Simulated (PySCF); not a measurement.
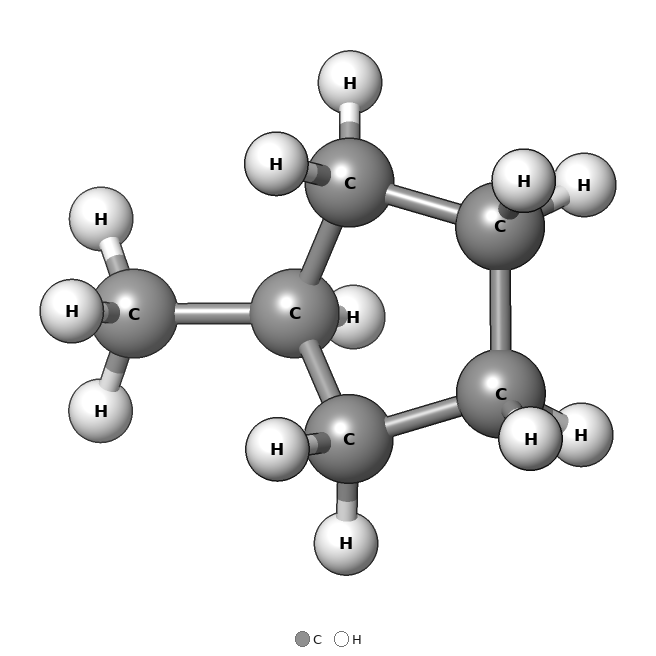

The picture shows a molecular structure as a ball-and-stick model. Every bond is drawn as one stick, whatever its order.

Question: What is the molecular formula?

Answer: C6H12, 18 atoms: 6 carbon and 12 hydrogen.

Question: Does it have rings?

Answer: Independent rings (smallest set): 1 of 5 members.

Question: Give a SMILES string for it.

Answer: CC1CCCC1

Question: How many bonds of each kind are drawn?

Answer: 12 C–H, 6 C–C.

More results for the same structure follow; atom numbers are the same in all pictures, views and colours differ. The geometry was computed by an optimisation with PBE0-D3(BJ)/def2-SVP. No frequency run is at hand to confirm it as a minimum.

### NMR shielding

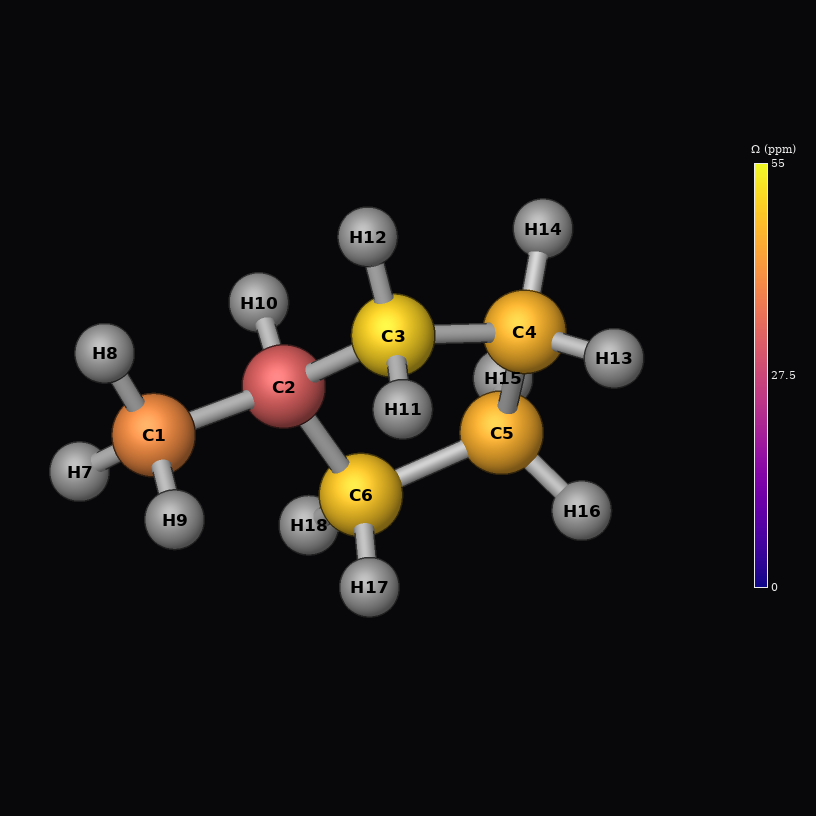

The C atoms are coloured by the span of their shielding tensor. No frequency run is at hand to confirm it as a minimum. Method: GIAO B97-D/pcSseg-1 NMR shielding, non-relativistic, gas phase (PySCF 2.14.0). Principal shieldings σ11 ≤ σ22 ≤ σ33, span Ω = σ33 − σ11, skew κ = 3(σiso − σ22)/Ω.

Give the shielding tensors of the C atoms.

```csv
atom,σ11,σ22,σ33,σiso,Ω,κ
C1,140.6,152.3,180.8,157.9,40.2,0.42
C2,118.9,144.9,151.6,138.4,32.7,−0.59
C3,114.6,141.0,164.8,140.1,50.1,−0.05
C4,122.9,163.1,169.1,151.7,46.2,−0.74
C5,122.7,162.1,168.3,151.1,45.6,−0.73
C6,115.1,140.2,163.7,139.6,48.6,−0.03
```

Shieldings and span in ppm.

### Levels of theory compared

No frequency run is at hand to confirm it as a minimum. Program: PySCF 2.14.0.

At this fixed geometry, give dipole (D) at these levels: B3LYP/pcSseg-1; B97-D/pcSseg-1; KT2/pcSseg-1; KT3/pcSseg-1; PBE0/pcSseg-1; mPW1PW91/pcSseg-1.

```tsv
level	dipole (D)
B3LYP/pcSseg-1	0.09
B97-D/pcSseg-1	0.09
KT2/pcSseg-1	0.09
KT3/pcSseg-1	0.08
PBE0/pcSseg-1	0.08
mPW1PW91/pcSseg-1	0.08
```

### Ring current

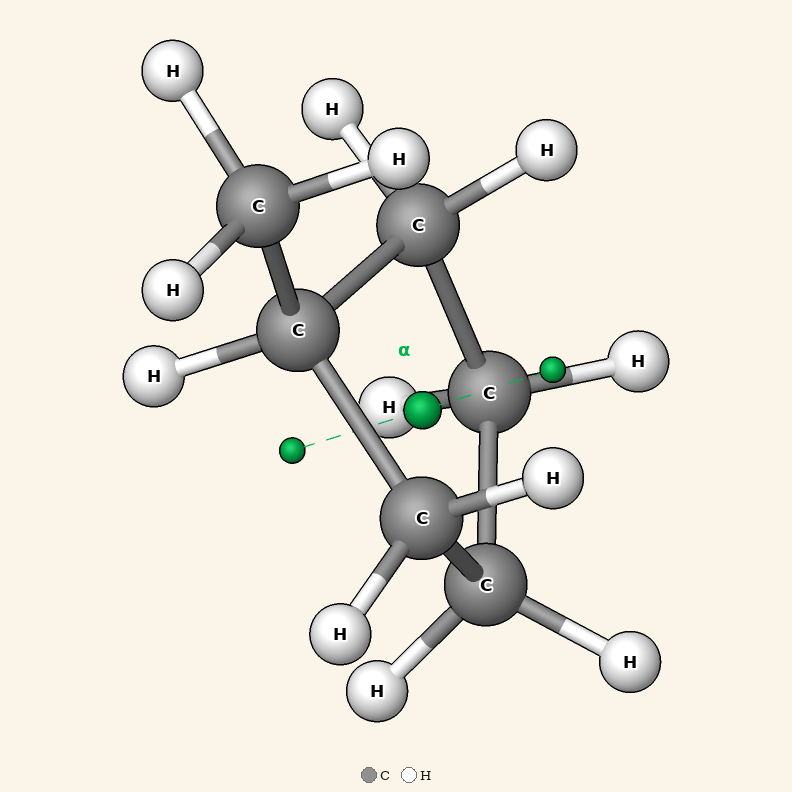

The small points mark where nucleus-independent chemical shifts (NICS) were computed: at the centre of each lettered ring and 1 Å above and below it. No frequency run is at hand to confirm it as a minimum. Properties computed with GIAO KT2/pcSseg-1 NMR shielding, non-relativistic, gas phase (PySCF 2.14.0).

Give NICS(0), NICS(1) and the out-of-plane component NICS(1)zz for each ring (means of the two sides).

```json
{"ring": "α", "members": "C5", "NICS(0)": "−5.1", "NICS(1)": "−4.0", "NICS(1)zz": "−3.9"}
```

Values in ppm.

Question: What do the values say about the ring currents?

Answer: Ring α: weak, as in a non-aromatic ring. NICS is one index among several.
